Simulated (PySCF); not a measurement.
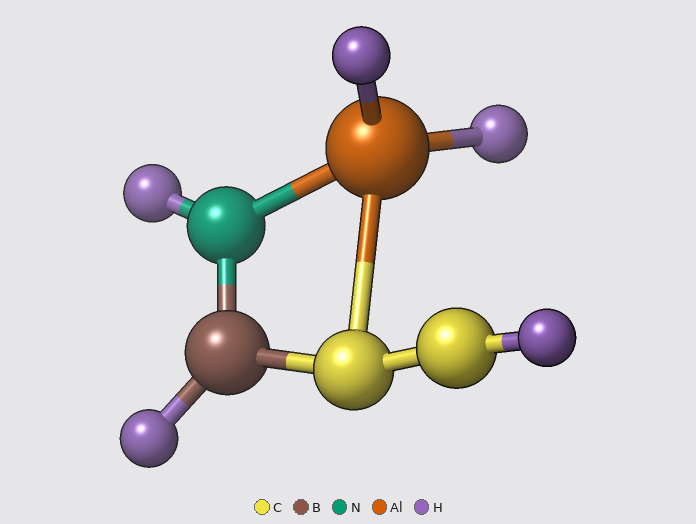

Rendered structure (ball-and-stick style). Every bond is drawn as one stick, whatever its order.

The geometry was computed by an optimisation with PBE0-D3(BJ)/def2-SVP. No frequency run is at hand to confirm it as a minimum.

Describe the molecule.

The molecule is C₂H₅AlBN. The point group is Cs. Coordination, clear cases only: 1 C linear; 1 B trigonal planar; 1 N trigonal planar.

The parts below concern this one geometry. Atoms keep their numbers from picture to picture.

### Geometry

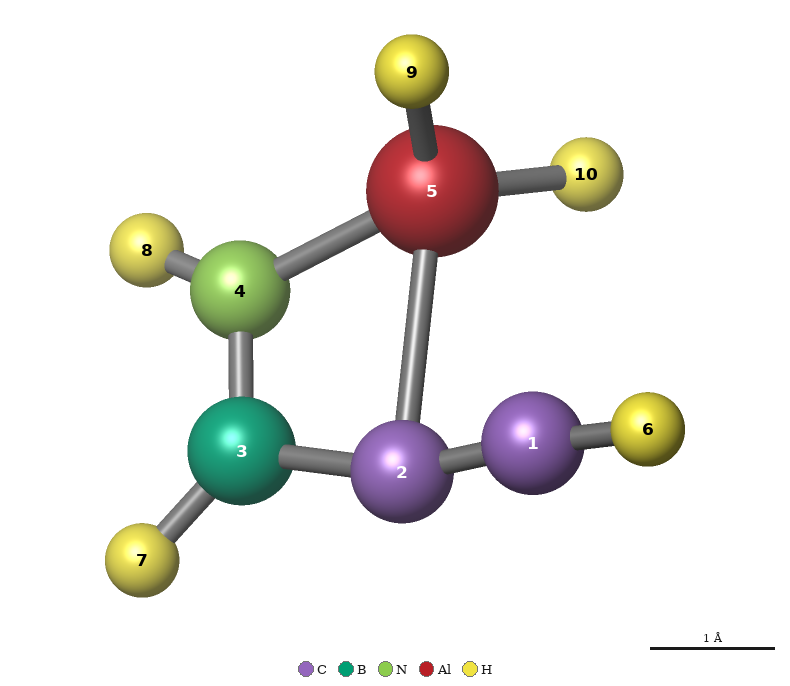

Atoms carry their numbers in the input. No frequency run is at hand to confirm it as a minimum.

Which atoms are bonded, and how long are the bonds?

```
   bond  length (Å)
  C1–C2       1.225
  C1–H6       1.078
  C2–B3       1.570
 C2–Al5       2.377
  B3–N4       1.385
  B3–H7       1.206
 N4–Al5       1.873
  N4–H8       1.013
 Al5–H9       1.590
Al5–H10       1.590
```

### Levels of theory compared

No frequency run is at hand to confirm it as a minimum. Program: PySCF 2.14.0.

At this fixed geometry, give dipole (D), HOMO–LUMO gap (eV), HOMO energy (eV) at these levels: B97-2/pcSseg-2; CAM-B3LYP/pcSseg-2; LC-wPBE/pcSseg-2; PBE0/6-311+G(2d,p); PBE0/6-31G*; PBE0/def2-SVP; PBE0/def2-TZVP; PBE0/pcSseg-0; WP04/pcSseg-2; ωB97X-D/pcSseg-2.

```tsv
level	dipole (D)	HOMO–LUMO gap (eV)	HOMO energy (eV)
B97-2/pcSseg-2	0.75	6.18	−7.54
CAM-B3LYP/pcSseg-2	0.78	8.95	−9.16
LC-wPBE/pcSseg-2	0.81	11.45	−10.54
PBE0/6-311+G(2d,p)	0.77	6.43	−7.77
PBE0/6-31G*	0.71	6.70	−7.64
PBE0/def2-SVP	0.59	6.54	−7.74
PBE0/def2-TZVP	0.78	6.46	−7.75
PBE0/pcSseg-0	0.35	6.75	−7.98
WP04/pcSseg-2	0.73	5.63	−8.87
ωB97X-D/pcSseg-2	0.78	10.14	−9.67
```

### NMR shielding

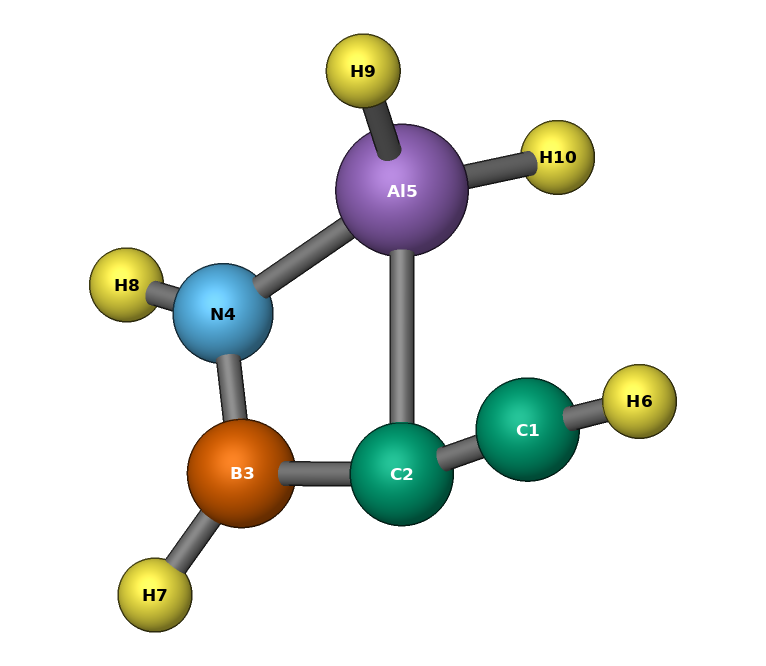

No frequency run is at hand to confirm it as a minimum. Method: GIAO PBE0/cc-pVDZ NMR shielding, non-relativistic, gas phase (PySCF 2.14.0). Principal shieldings σ11 ≤ σ22 ≤ σ33, span Ω = σ33 − σ11, skew κ = 3(σiso − σ22)/Ω.

Give the shielding tensors of the Al atoms.

```csv
atom,σ11,σ22,σ33,σiso,Ω,κ
Al5,436.9,460.1,516.8,471.3,80.0,0.42
```

Shieldings and span in ppm.

### Charges

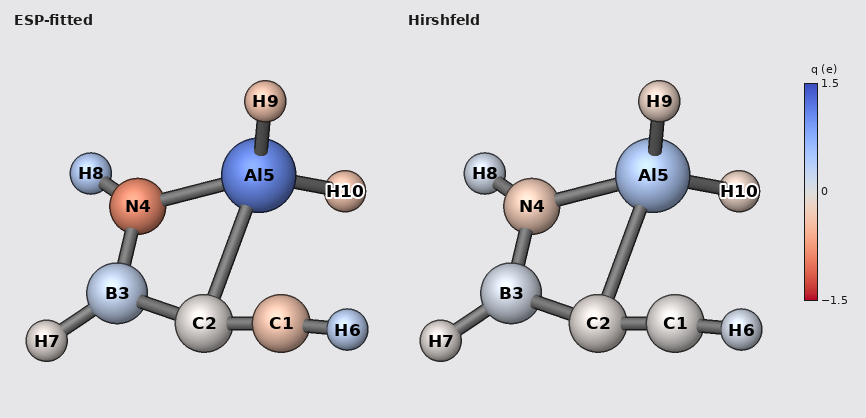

Atomic charges of one calculation by 2 schemes, on one colour scale. No frequency run is at hand to confirm it as a minimum. Method: PBE0/pcSseg-0 (PySCF 2.14.0).

> Which scheme gives the most polar picture (largest mean size of the charges)?

The ESP-fitted charges are the largest in size here.

> On which atom do the schemes disagree most?

On Al5 (from 0.42 to 1.04 e).

List the charges (e), one line for each set of equivalent atoms.

| atom | ESP-fitted | Hirshfeld |
| --- | --- | --- |
| C1 | −0.36 | −0.03 |
| C2 | −0.04 | −0.05 |
| B3 | 0.25 | 0.12 |
| N4 | −0.82 | −0.29 |
| Al5 | 1.04 | 0.42 |
| H6 | 0.32 | 0.12 |
| H7 | −0.06 | −0.06 |
| H8 | 0.39 | 0.13 |
| H9, H10 | −0.36 | −0.18 |
